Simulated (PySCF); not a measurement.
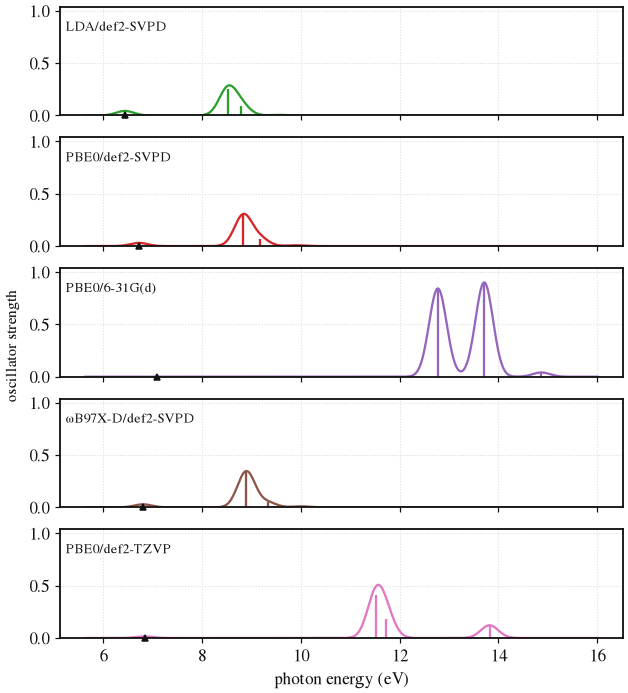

Vertical TDDFT spectra of HBr at one geometry and several levels (PySCF, at a PBE0-D3(BJ)/def2-SVP geometry (no frequency check)); sticks with Gaussians of 1/e half-width 0.25 eV, the triangle marks S1, which has the same leading orbital pair at all these levels. Only the lowest states were computed, so the high end is incomplete. States within 0.01 eV of each other are merged, with their strengths summed. The highest state may be half of a pair whose partner wasn't computed.

**How far does S1 move with the level of theory?**

From lowest to highest: LDA/def2-SVPD 6.44 eV, PBE0/def2-SVPD 6.72 eV, ωB97X-D/def2-SVPD 6.80 eV, PBE0/def2-TZVP 6.84 eV, PBE0/6-31G(d) 7.08 eV; a spread of 0.65 eV.

Limits of at least one run: 6-31G(d) has no diffuse functions, so states with Rydberg character are missing or too high; core orbitals are frozen in the response; def2-TZVP has no diffuse functions, so states with Rydberg character are missing or too high; spin-orbit coupling is left out, and with Br it can shift these levels and split any degenerate set; states above the negative HOMO energy depend on the basis.
